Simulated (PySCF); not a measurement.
## Geometry relaxation, with input and output: C₃H₅ClGeN₂

System: C₃H₅ClGeN₂.
Method: PBE0-D3(BJ)/def2-SVP geometry optimisation from the GFN2-xTB point and Hessian, gas phase (PySCF 2.14.0).

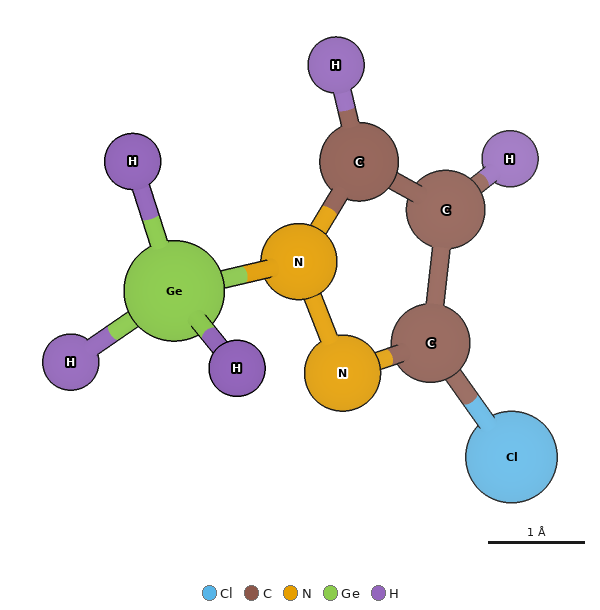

The structure as given in the input (ball-and-stick view, seen at a tilt). Sticks mark near contacts. Bond lengths as drawn: C–C 1.37 to 1.41 Å, C–Cl 1.70 Å, C–H 1.07 Å, C–N 1.32 to 1.35 Å, Ge–H 1.49 to 1.50 Å, Ge–N 1.84 Å and N–N 1.34 Å.

### Key numbers

| quantity | value |
| --- | --- |
| outcome | converged |
| total energy | −2762.778602 hartree |
| hardware | 1 CPU thread, shared host |
| wall time | 81 s |
| peak memory | 0.62 GiB |

### The input
```
{"job": {"xc": "PBE0", "basis": "def2-SVP", "kind": "refine"}, "charge": 0, "multiplicity": 1}
Cl     2.972747    -1.769544    -0.067347
C      1.678071    -0.668723    -0.045079
C      1.762203     0.733843    -0.072425
C      0.451885     1.141179    -0.037219
N     -0.324554     0.040862     0.007162
Ge    -2.113588    -0.392933     0.073597
N      0.424883    -1.072650     0.002444
H      2.649390     1.329574    -0.111605
H      0.018508     2.122783    -0.040211
H     -2.293115    -1.165181     1.332481
H     -2.850450     0.908493     0.075056
H     -2.374780    -1.208389    -1.142880
```

The first line tells a small driver script what to run in PySCF; the rest is the geometry in Å.

Command:
```bash
OMP_NUM_THREADS=1 python <driver script> task.json out
```

### What the program printed
```
step      E/eV     max force
  0    -75178.90615   0.9576
  1    -75179.02291   0.1913
  2    -75179.03374   0.0983
  3    -75179.03442   0.1045
  4    -75179.03419   0.0780
  5    -75179.03499   0.0270
  6    -75179.03503   0.0098
```

### Trajectory as extended XYZ (Å, eV, eV/Å), 7 frames, from step=0 to step=6
```
12
Properties=species:S:1:pos:R:3:forces:R:3 step=0 energy=-75178.90615
Cl    2.9727   -1.7695   -0.0673    0.2360  -0.2210  -0.0040
C     1.6781   -0.6687   -0.0451   -0.4710   0.0740   0.0140
C     1.7622    0.7338   -0.0724   -0.0500  -0.0810   0.0030
C     0.4519    1.1412   -0.0372   -0.1140   0.2330   0.0000
N    -0.3246    0.0409    0.0072    0.8330  -0.4720  -0.0180
Ge   -2.1136   -0.3929    0.0736   -0.1040   0.2220   0.0020
N     0.4249   -1.0727    0.0024    0.1550  -0.5750   0.0050
H     2.6494    1.3296   -0.1116    0.5170   0.4110  -0.0240
H     0.0185    2.1228   -0.0402   -0.1800   0.5880  -0.0050
H    -2.2931   -1.1652    1.3325   -0.1800  -0.4100   0.7040
H    -2.8505    0.9085    0.0751   -0.4170   0.6650   0.0020
H    -2.3748   -1.2084   -1.1429   -0.2250  -0.4360  -0.6780
12
Properties=species:S:1:pos:R:3:forces:R:3 step=1 energy=-75179.02291
Cl    3.0488   -1.7506   -0.0725    0.0390   0.0410  -0.0010
C     1.7224   -0.6668   -0.0463    0.0060  -0.0590   0.0010
C     1.7770    0.7440   -0.0744    0.0350  -0.0010  -0.0010
C     0.4499    1.1174   -0.0352   -0.0260  -0.0520   0.0020
N    -0.2885   -0.0240    0.0119   -0.1870   0.0400   0.0030
Ge   -2.1397   -0.3790    0.0742    0.1030  -0.0460   0.0020
N     0.4872   -1.1188    0.0051   -0.0350  -0.0920   0.0030
H     2.6610    1.3715   -0.1171    0.0200   0.0490   0.0000
H    -0.0065    2.1043   -0.0376   -0.0580   0.0210   0.0010
H    -2.3865   -1.1680    1.3680   -0.0040   0.0660  -0.0630
H    -2.8608    0.9807    0.0722    0.1090  -0.0320  -0.0020
H    -2.4629   -1.2115   -1.1745   -0.0020   0.0650   0.0560
12
Properties=species:S:1:pos:R:3:forces:R:3 step=2 energy=-75179.03374
Cl    3.0991   -1.7150   -0.0616   -0.0260   0.0310  -0.0010
C     1.7401   -0.6701   -0.0451   -0.0590  -0.0010   0.0000
C     1.7660    0.7436   -0.0712   -0.0300  -0.0200   0.0020
C     0.4300    1.0875   -0.0416   -0.0090  -0.0590   0.0000
N    -0.2860   -0.0701   -0.0020    0.0610   0.0770   0.0020
Ge   -2.1372   -0.3750    0.0743    0.0210  -0.0150  -0.0270
N     0.5129   -1.1507   -0.0038    0.0050   0.0040   0.0030
H     2.6365    1.3927   -0.1053   -0.0170   0.0030  -0.0030
H    -0.0551    2.0628   -0.0466    0.0020  -0.0240   0.0030
H    -2.4135   -1.1499    1.3664   -0.0080   0.0230  -0.0090
H    -2.7726    1.0267    0.0827    0.0540  -0.0630  -0.0040
H    -2.5189   -1.1831   -1.1722    0.0070   0.0420   0.0350
12
Properties=species:S:1:pos:R:3:forces:R:3 step=3 energy=-75179.03442
Cl    3.1022   -1.7079   -0.1065   -0.0090   0.0010   0.0010
C     1.7388   -0.6711   -0.0614    0.0120   0.0100   0.0020
C     1.7624    0.7428   -0.0625   -0.0070   0.0010  -0.0020
C     0.4267    1.0828   -0.0194   -0.0030   0.0000   0.0040
N    -0.2849   -0.0756    0.0037    0.0170  -0.0120   0.0040
Ge   -2.1325   -0.3783    0.0717   -0.0360   0.0200   0.0960
N     0.5139   -1.1559   -0.0214    0.0130   0.0220   0.0020
H     2.6297    1.3966   -0.0919   -0.0110  -0.0130   0.0000
H    -0.0629    2.0555   -0.0035    0.0110  -0.0160  -0.0030
H    -2.4460   -1.0945    1.3936    0.0260   0.0330  -0.0710
H    -2.7490    1.0279    0.0195    0.0060  -0.0220  -0.0010
H    -2.4972   -1.2230   -1.1480   -0.0200  -0.0230  -0.0320
12
Properties=species:S:1:pos:R:3:forces:R:3 step=4 energy=-75179.03419
Cl    3.1050   -1.7036   -0.0492    0.0160  -0.0200   0.0010
C     1.7394   -0.6705   -0.0342    0.0430   0.0040   0.0020
C     1.7599    0.7421   -0.0836    0.0130   0.0160  -0.0030
C     0.4241    1.0799   -0.0454    0.0040   0.0330  -0.0010
N    -0.2835   -0.0777    0.0225   -0.0360  -0.0520  -0.0140
Ge   -2.1305   -0.3790    0.0753   -0.0280   0.0110  -0.0720
N     0.5166   -1.1567    0.0292    0.0090   0.0100  -0.0080
H     2.6246    1.3972   -0.1384    0.0010  -0.0120   0.0030
H    -0.0682    2.0505   -0.0596    0.0020   0.0060  -0.0020
H    -2.4238   -1.1718    1.3465   -0.0230  -0.0370   0.0500
H    -2.7354    1.0288    0.1060   -0.0290   0.0380   0.0130
H    -2.5270   -1.1399   -1.1951    0.0280   0.0020   0.0300
12
Properties=species:S:1:pos:R:3:forces:R:3 step=5 energy=-75179.03499
Cl    3.1049   -1.7067   -0.0666    0.0050   0.0000   0.0000
C     1.7413   -0.6701   -0.0444   -0.0090  -0.0040  -0.0010
C     1.7618    0.7430   -0.0747   -0.0010  -0.0010   0.0010
C     0.4256    1.0810   -0.0382    0.0060  -0.0020  -0.0020
N    -0.2839   -0.0778    0.0090   -0.0070   0.0080   0.0010
Ge   -2.1340   -0.3762    0.0744    0.0230  -0.0090  -0.0110
N     0.5172   -1.1560    0.0054   -0.0070  -0.0080   0.0010
H     2.6279    1.3966   -0.1162    0.0040   0.0060   0.0000
H    -0.0647    2.0527   -0.0428   -0.0040   0.0070   0.0010
H    -2.4302   -1.1447    1.3632   -0.0050  -0.0070   0.0200
H    -2.7470    1.0302    0.0797   -0.0010   0.0110  -0.0010
H    -2.5176   -1.1725   -1.1748   -0.0030  -0.0010  -0.0090
12
Properties=species:S:1:pos:R:3:forces:R:3 step=6 energy=-75179.03503
Cl    3.1045   -1.7069   -0.0711   -0.0030   0.0010   0.0000
C     1.7405   -0.6704   -0.0464    0.0000  -0.0010   0.0000
C     1.7618    0.7429   -0.0733   -0.0010   0.0010   0.0000
C     0.4258    1.0816   -0.0362   -0.0020   0.0000   0.0000
N    -0.2843   -0.0770    0.0085    0.0070  -0.0010   0.0010
Ge   -2.1332   -0.3774    0.0741   -0.0060   0.0060   0.0050
N     0.5163   -1.1558    0.0025    0.0020  -0.0010   0.0000
H     2.6282    1.3966   -0.1136   -0.0010  -0.0010   0.0000
H    -0.0644    2.0536   -0.0382    0.0010  -0.0010   0.0000
H    -2.4322   -1.1394    1.3680    0.0020   0.0030  -0.0060
H    -2.7464    1.0301    0.0728    0.0020  -0.0070  -0.0010
H    -2.5154   -1.1785   -1.1731    0.0000   0.0000   0.0000
```

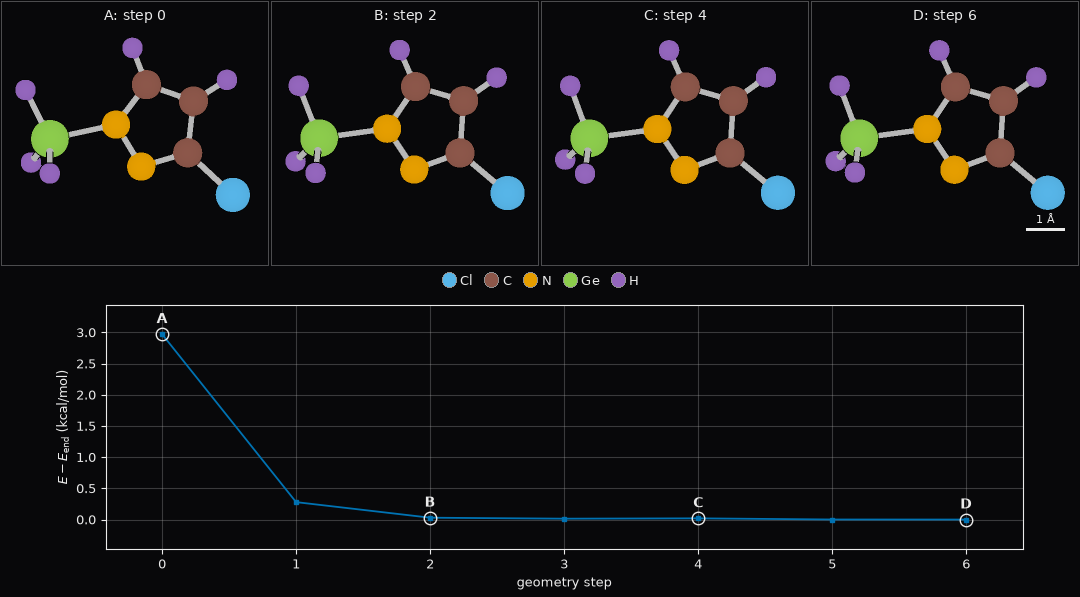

Frames of the relaxation (ball-and-stick view, seen at a tilt) above the curves, on which the letters mark them (steps are counted from 0).

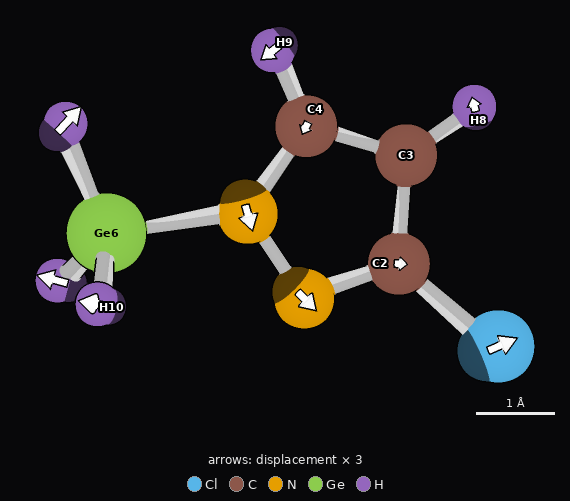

Start (faint) and end (solid) with the displacements as white arrows, magnified 3 times (ball-and-stick view, seen at a tilt). The two geometries are laid on each other by the best rigid fit. H11 moves most after the best rigid fit: 0.16 Å. By element the largest moves are H 0.16 Å, Cl 0.15 Å, N 0.12 Å, C 0.07 Å, Ge 0.03 Å. Among the contacts that change: Ge6–H10 1.488 → 1.531 Å, Ge6–H11 1.496 → 1.535 Å, N5–Ge6 1.842 → 1.874 Å, C3–H8 1.069 → 1.086 Å. Among the angles that change: C4–N5–Ge6 138.9° → 130.8°, Ge6–N5–N7 110.3° → 117.3°. Over 6 geometry steps the energy falls by 2.97 kcal/mol. The largest force component goes from 0.83 to 0.007 eV/Å. (Atoms are counted from 1 in the order of the input.)
